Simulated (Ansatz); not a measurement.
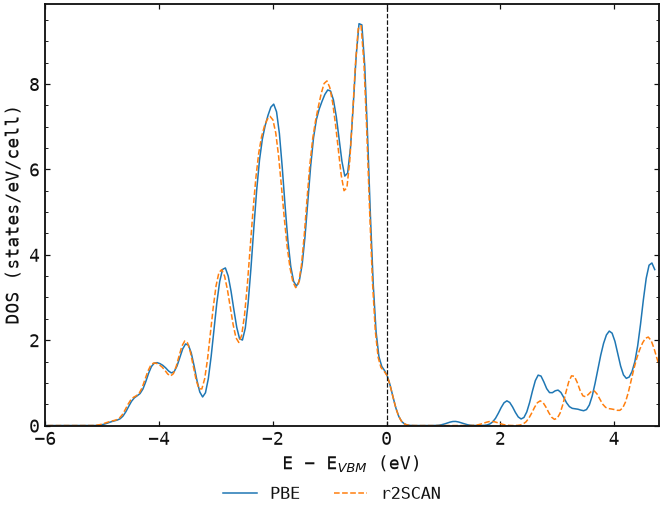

Total densities of states of KMgI₃, space group P4/mmm (No. 123), 5 atoms in the cell, cubic perovskite type, epitaxial (xy) strain +1.0%, by two methods on the same cell. The curves are built from the levels of the k mesh with Gaussians 0.3 eV wide, which also blur the band edges. Each is counted from its own valence-band top.

How do the methods compare?

PBE gives a gap of 1.19 eV and r2SCAN gives a gap of 1.84 eV.

Settings. PBE: DFT, PBE, plane waves, PAW, no spin polarisation, 4×4×4 k mesh, 420 eV cutoff, Fermi-Dirac smearing of 0.02 eV (Ansatz 0.2.0). r2SCAN: DFT, r2SCAN, plane waves, PAW, no spin polarisation, 4×4×4 k mesh, 500 eV cutoff (Ansatz).

Spin-orbit coupling is left out, which matters for I.
